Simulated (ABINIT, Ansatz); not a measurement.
## A GW chain in ABINIT: SiC (P6_3mc)

How does a plane-wave GW calculation on SiC (P6_3mc) run from the first input to the gap?

Calculated with ABINIT 10.8.3; PBE and many-body steps on it, plane waves.

**What was measured.**

- Gap 3.33 eV: band gap at cryogenic temperature; bulk crystal (literature value) (quoted in “Silicon carbide diodes for neutron detection”, 2020, arxiv:2009.14696).

## Step 1: Starting point

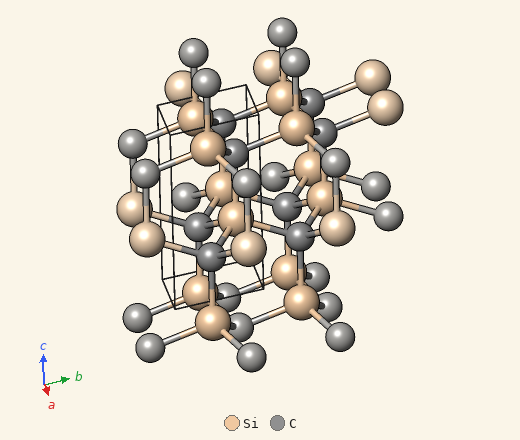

The cell as given, slightly off an axis (silicon light orange, carbon grey). 2×2×1 cells are drawn. Some periodic images of atoms are drawn too.

The cell and positions are those that the Materials Project relaxed with its own functionals (PBE, PBE+U or r2SCAN), kept fixed.

## Step 2: Ground state

This step: ABINIT 10.8.3; DFT, PBE, plane waves, norm-conserving pseudopotentials.

The ground-state density comes first.

File run.abi:

```
acell 3*1.0 Angstrom
rprim 
  3.073513928196 0.000000000001 0.000000000000
  -1.536756964099 2.661741140703 0.000000000000
  0.000000000000 0.000000000000 5.045247710000
ntypat 2
znucl 14 6
natom 4
typat 1 1 2 2
xred 
  0.333333333333 0.666666666667 0.499602400000
  0.666666666667 0.333333333333 0.999602400000
  0.333333333333 0.666666666667 0.875397600000
  0.666666666667 0.333333333333 0.375397600000
pp_dirpath "pseudos"
pseudos "Si.upf, C.upf"
ecut 37
ngkpt 6 6 4
nshiftk 1
shiftk 0 0 0
kptopt 1
chksymbreak 0
nband 14
occopt 1
tolvrs 1e-10
nstep 60
prtwf 0
optforces 0
optstress 0
indata_prefix "in"
outdata_prefix "out"
tmpdata_prefix "tmp"
```

The run is started by

```bash
OMP_NUM_THREADS=1 mpirun -n 8 abinit run.abi > log
```

Numbers of over 12 decimals in the logs are rounded to 6 here.

Output:

```text
.Version 10.8.3 of ABINIT. v10.8.2 released Aug 2026.

 Symmetries : space group P6_3 m c (#186); Bravais hP (primitive hexag.)
================================================================================
 Values of the parameters that define the memory need of the present run
     intxc =       0    ionmov =       0      iscf =       7    lmnmax =       6
     lnmax =       6     mgfft =      54  mpssoang =       3    mqgrid =    3001
     natom =       4  nloc_mem =       1    nspden =       1   nspinor =       1
    nsppol =       1      nsym =      12    n1xccc =    2501    ntypat =       2
    occopt =       1   xclevel =       2
-    mband =          14        mffmem =           1         mkmem =           3
       mpw =        3015          nfft =       55296          nkpt =          21
================================================================================
  Rough estimation (10% accuracy) of disk space for files :
================================================================================

--------------------------------------------------------------------------------
------------- Echo of variables that govern the present computation ------------
--------------------------------------------------------------------------------
 -outvars: echo values of preprocessed input variables --------
            acell      1.8897261259E+00  1.8897261259E+00  1.8897261259E+00 Bohr

      chksymbreak           0
             ecut      3.70000000E+01 Hartree
-          fftalg         312

              ixc     -101130
              kpt      0.00000000E+00  0.00000000E+00  0.00000000E+00
                       1.66666667E-01  0.00000000E+00  0.00000000E+00
                       3.33333333E-01  0.00000000E+00  0.00000000E+00
                       5.00000000E-01  0.00000000E+00  0.00000000E+00
                       1.66666667E-01  1.66666667E-01  0.00000000E+00
                       3.33333333E-01  1.66666667E-01  0.00000000E+00
                       3.33333333E-01  3.33333333E-01  0.00000000E+00
                       0.00000000E+00  0.00000000E+00  2.50000000E-01
                       1.66666667E-01  0.00000000E+00  2.50000000E-01
   [... 10 further rows ...]
                       3.33333333E-01  1.66666667E-01  5.00000000E-01
                       3.33333333E-01  3.33333333E-01  5.00000000E-01
         kptrlatt        6    0    0      0    6    0      0    0    4
          kptrlen      3.48485974E+01
P           mkmem           3
            natom           4
            nband          14
            ngfft          32      32      54
             nkpt          21
            nstep          60
             nsym          12
           ntypat           2
              occ      2.000000  2.000000  2.000000  2.000000  2.000000  2.000000
                       2.000000  2.000000  0.000000  0.000000  0.000000  0.000000
                       0.000000  0.000000
        optforces           0
        optstress           0
            prtwf           0
            rprim      3.0735139282E+00  1.0000000000E-12  0.0000000000E+00
[...]
spgroup         186

           tolvrs      1.00000000E-10

             xred      3.3333333333E-01  6.6666666667E-01  4.9960240000E-01
[...]
znucl       14.00000    6.00000

================================================================================

 chkinp: Checking input parameters for consistency.

================================================================================
== DATASET  1 ==================================================================
-   mpi_nproc: 8, omp_nthreads: 1 (-1 if OMP is not activated)

--- !DatasetInfo
iteration_state: {dtset: 1, }
dimensions: {natom: 4, nkpt: 21, mband: 14, nsppol: 1, nspinor: 1, nspden: 1, mpw: 3015, }
cutoff_energies: {ecut:  37.0, pawecutdg:  -1.0, }
electrons: {nelect:   1.60000000E+01, charge:   0.00000000E+00, occopt:   1.00000000E+00, tsmear:   1.00000000E-02, }

 Real(R)+Recip(G) space primitive vectors, cartesian coordinates (Bohr,Bohr^-1):
 R(1)=  5.8080996  0.0000000  0.0000000  G(1)=  0.1721734  0.0994043  0.0000000
 R(2)= -2.9040498  5.0299618  0.0000000  G(2)=  0.0000000  0.1988087  0.0000000
 R(3)=  0.0000000  0.0000000  9.5341364  G(3)=  0.0000000  0.0000000  0.1048863
 Unit cell volume ucvol=  2.7853521E+02 bohr^3
 Angles (23,13,12)=  9.00000000E+01  9.00000000E+01  1.20000000E+02 degrees

 getcut: wavevector=  0.0000  0.0000  0.0000  ngfft=  32  32  54
         ecut(hartree)=     37.000   => boxcut(ratio)=   2.01210

--- Pseudopotential description ------------------------------------------------
- Si Generated using ONCVPSP code by D. R. Hamann
- 14.00000   4.00000  171031                  znucl, zion, pspdat
12 -101130 2 -1 1510                          pspcod,pspxc,lmax,lloc,mmax
     nproj     2     2     2
  pspatm : epsatm=    9.34321561
         --- l  ekb(1:nproj) -->
[...]
pspatm: atomic psp has been read  and splines computed

- C Generated using ONCVPSP code by D. R. Hamann
-  6.00000   4.00000  171031                  znucl, zion, pspdat
12 -101130 1 -1 1248                          pspcod,pspxc,lmax,lloc,mmax
     nproj     2     2     0
  pspatm : epsatm=    4.31346680
         --- l  ekb(1:nproj) -->
[...]
pspatm: atomic psp has been read  and splines computed

   4.37013837E+02                                ecore*ucvol(ha*bohr**3)
--------------------------------------------------------------------------------

_setup2: Arith. and geom. avg. npw (full set) are    2994.063    2994.045

================================================================================

--- !BeginCycle
iteration_state: {dtset: 1, }
solver: {iscf: 7, nstep: 60, nline: 4, wfoptalg: 0, }
tolerances: {tolvrs: 1.00E-10, }

     iter   Etot(hartree)      deltaE(h)  residm     vres2
 ETOT  1  -20.336975920391    -2.034E+01 4.347E-02 5.934E+02
 ETOT  2  -20.462691230986    -1.257E-01 2.563E-02 2.485E+02
 ETOT  3  -20.538605009084    -7.591E-02 1.717E-02 1.887E-01
 ETOT  4  -20.538735445157    -1.304E-04 2.833E-03 8.735E-03
 ETOT  5  -20.538736809254    -1.364E-06 1.356E-03 3.124E-04
 ETOT  6  -20.538736838261    -2.901E-08 1.084E-03 3.211E-06
 ETOT  7  -20.538736838889    -6.274E-10 1.046E-03 8.042E-08
 ETOT  8  -20.538736838896    -7.631E-12 5.613E-04 2.603E-09
 ETOT  9  -20.538736838897    -4.761E-13 4.430E-04 4.651E-11

 At SCF step    9       vres2   =  4.65E-11 < tolvrs=  1.00E-10 =>converged.

--- !ResultsGS
iteration_state: {dtset: 1, }
comment   : Summary of ground state results
lattice_vectors:
- [  5.8080996,   0.0000000,   0.0000000, ]
- [ -2.9040498,   5.0299618,   0.0000000, ]
- [  0.0000000,   0.0000000,   9.5341364, ]
lattice_lengths: [   5.80810,    5.80810,    9.53414, ]
lattice_angles: [ 90.000,  90.000, 120.000, ] # degrees, (23, 13, 12)
lattice_volume:   2.7853521E+02
convergence: {deltae: -4.761E-13, res2:  4.651E-11, residm:  4.430E-04, diffor:  0.000E+00, }
etotal    :  -2.05387368E+01
entropy   :   0.00000000E+00
fermie    :   2.57677472E-01
cartesian_stress_tensor: null
pressure_GPa: null
xred      :
- [  3.3333E-01,   6.6667E-01,   4.9960E-01, Si]
- [  6.6667E-01,   3.3333E-01,   9.9960E-01, Si]
- [  3.3333E-01,   6.6667E-01,   8.7540E-01,  C]
- [  6.6667E-01,   3.3333E-01,   3.7540E-01,  C]
cartesian_forces: null
force_length_stats: {min: null, max: null, mean: null, }

 Integrated electronic density in atomic spheres:
 ------------------------------------------------
 Atom  Sphere_radius  Integrated_density
[...]
4        2.00000          4.24712568
================================================================================

 ----iterations are completed or convergence reached----

 Mean square residual over all n,k,spin=   19.529E-07; max=  44.295E-05
 reduced coordinates (array xred) for    4 atoms
       0.333333333333      0.666666666667      0.499602400000
       0.666666666667      0.333333333333      0.999602400000
       0.333333333333      0.666666666667      0.875397600000
       0.666666666667      0.333333333333      0.375397600000
 rms dE/dt=  0.0000E+00; max dE/dt=  0.0000E+00; dE/dt below (all hartree)
    1       0.000000000000      0.000000000000      0.000000000000
    2       0.000000000000      0.000000000000      0.000000000000
    3       0.000000000000      0.000000000000      0.000000000000
    4       0.000000000000      0.000000000000      0.000000000000

 cartesian coordinates (angstrom) at end:
    1     -6.7e-13     1.774494     2.520618
    2      1.536757     0.887247     5.043242
    3     -6.7e-13     1.774494     4.416598
    4      1.536757     0.887247     1.893974
 length scales=  1.889726125908  1.889726125908  1.889726125908 bohr
              =  1.000000000000  1.000000000000  1.000000000000 angstroms
 prteigrs : about to open file out_EIG
 Fermi (or HOMO) energy (hartree) =   0.25768   Average Vxc (hartree)=  -0.41505
 Eigenvalues (hartree) for nkpt=  21  k points:
 kpt#   1, nband= 14, wtk=  0.00694, kpt=  0.0000  0.0000  0.0000 (reduced coord)
  -0.31539   -0.18408   -0.06281    0.20921    0.20921    0.25351    0.25768    0.25768
   0.43483    0.48624    0.50324    0.50324    0.54293    0.58732
 prteigrs : prtvol=0 or 1, do not print more k-points.

--- !EnergyTerms
iteration_state     : {dtset: 1, }
comment             : Components of total free energy in Hartree
kinetic             :  1.18020030824377E+01
hartree             :  2.36725794098151E+00
xc                  : -7.56510193927157E+00
Ewald energy        : -2.09193919204293E+01
psp_core            :  1.56897162498227E+00
local_psp           : -8.30958140657659E+00
non_local_psp       :  5.17105778979293E-01
total_energy        : -2.05387368388967E+01
total_energy_eV     : -5.58887501127776E+02
band_energy         :  5.66994619632827E-01

== END DATASET(S) ==============================================================
================================================================================

 -outvars: echo values of variables after computation  --------
           etotal     -2.0538736839E+01
            nband          14
             nkpt          21
          spgroup         186
 [... the other variables as echoed above ...]

 Calculation completed.
```

The job ended after 4.1 s (8 MPI ranks of Arm Neoverse V2, shared host; peak memory 0.54 GiB).

This step gave:

* total energy: -558.8875 eV
* gap: 2.275 eV
* k of the valence top: 0, 0, 0
* k of the conduction bottom: 0.3333, 0.3333, 0
* least direct gap: 3.985 eV

The gap is indirect, with the least direct gap 1.71 eV higher.

(Continued in part 2 of 3.)

[Paths, hosts, dates, memory and timing lines, banners, echoed tables and standing remarks are left out of the program output.]

[Logs are printed without paths, hosts, clocks, repeated set-up lines and the standing remarks that a program may print on its own settings, such as how far it seeks lower states.]

[Runs of the session that timed out or met a known fault of the program may be left out.]

[Hosts, paths, dates, database ids (printed as entryN), source tags and the programs' standing remarks are cut or masked in the printed files.]

[G0W0 gaps are taken among the corrected bands and points alone; a level outside them can change the order at an edge.]

[Where Ansatz stands beside ABINIT at settings called matched, ABINIT's density can come from a denser mesh and the files from another edition; pairs whose starting gaps differed by over 0.03 eV were left out, so agreement reads better than it is.]
